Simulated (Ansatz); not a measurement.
## Electronic structure of CH3NSi in real space

```json
{"atom": "N", "x (Å)": "1.1065", "y (Å)": "-1.8998", "z (Å)": "1.0585"}
{"atom": "C", "x (Å)": "0.5788", "y (Å)": "-0.9979", "z (Å)": "0.5557"}
{"atom": "Si", "x (Å)": "-0.2582", "y (Å)": "0.4455", "z (Å)": "-0.2650"}
{"atom": "H", "x (Å)": "-1.4233", "y (Å)": "-0.0806", "z (Å)": "-1.0253"}
{"atom": "H", "x (Å)": "0.7317", "y (Å)": "1.0840", "z (Å)": "-1.1724"}
{"atom": "H", "x (Å)": "-0.6934", "y (Å)": "1.3848", "z (Å)": "0.8024"}
```

All numbers below come from Ansatz 0.2.0, RKS PBE0/def2-SVP.

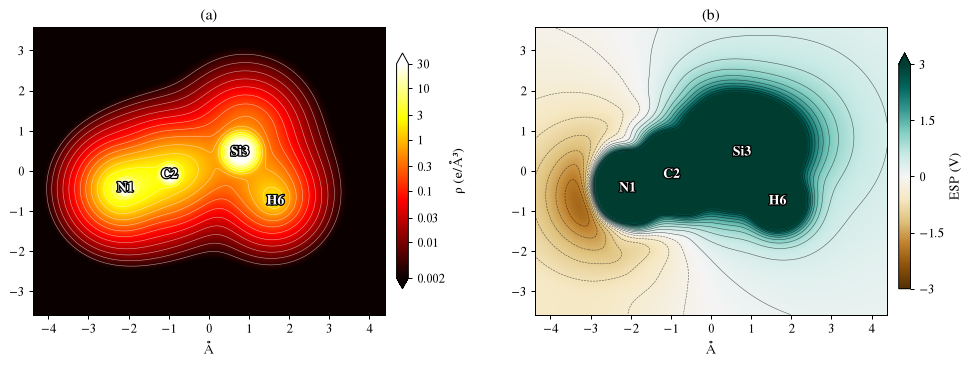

Figure 1. (a) total electron density; (b) molecular electrostatic potential on the plane of atoms C2, Si3 and H6.

What does the map show?

The section cuts through N, C, Si and H sites. C–N (1.16 Å): ρ at the midpoint is about 3.5 e/Å³. C–Si (1.86 Å): ρ is about 0.9 e/Å³ halfway. Si–H (1.49 Å): ρ is about 0.78 e/Å³ halfway. Outside the dense part of the molecule the potential is most negative (−2.1 V) near N1.

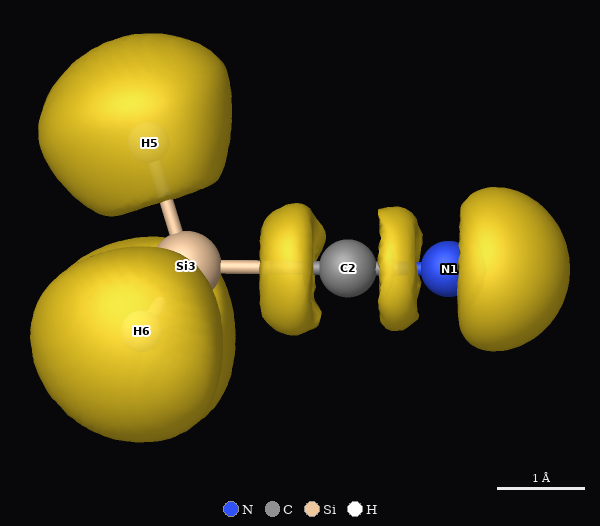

Figure 2. Isosurface of the ELF at 0.8 (yellow), seen at a tilt. Only the valence region is drawn (cores and ρ < 0.01 e/Å³ removed).

What do the ELF domains correspond to?

The ELF exceeds this value in one region between bonded C–N atoms (shared pairs), one region between bonded C–Si atoms (shared pairs), three regions around hydrogen nuclei and one lobe on N, pointing away from the bonds (lone pairs). Profiles from the grid: C–N (1.16 Å): the ELF peaks at about 0.85 between the atoms; a short, multiple covalent bond. C–Si (1.86 Å): the ELF peaks at about 1 between the atoms; a shared electron pair.

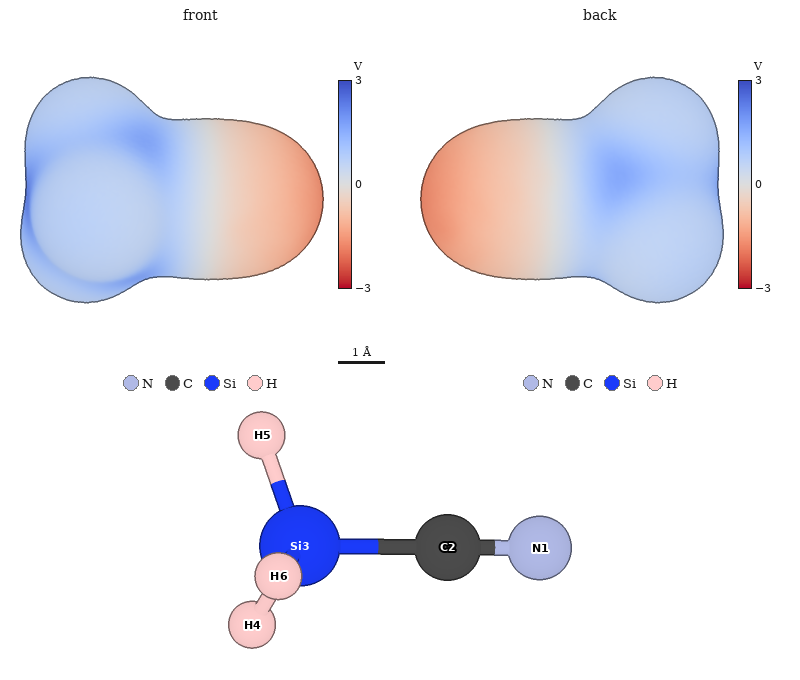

Figure 3. The molecular electrostatic potential painted on the density surface at 0.002 e/bohr³, seen from the front and from behind; the colour scale runs from red (negative) to blue (positive). The bare structure is drawn below in the same view.

Where is the surface potential most negative and most positive?

The most negative region (about −1.7 V, or −39 kcal/mol for a unit charge) lies over N1, the most positive (about +2.1 V, or +48 kcal/mol for a unit charge) over Si3. N1 is the likeliest acceptor of a hydrogen bond.

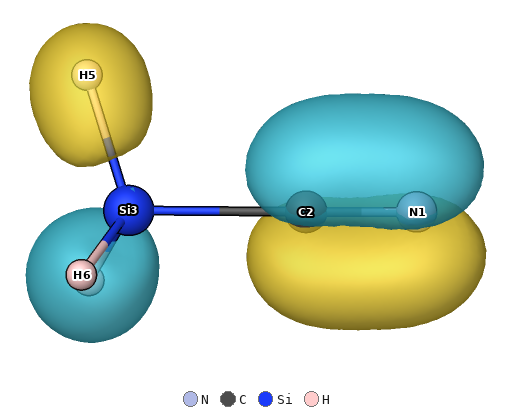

Figure 4. The HOMO at ±0.15 Å⁻³ᐟ² (yellow and cyan are the two phases), seen at a tilt.

What is the character of this orbital?

Its weight (Hirshfeld) is mainly on N1 (about 40 %), C2 (about 30 %) and Si3 (about 10 %); π-bonding across N1–C2. It is one of a degenerate set, so its orientation is arbitrary. Its energy is −9.76 eV.
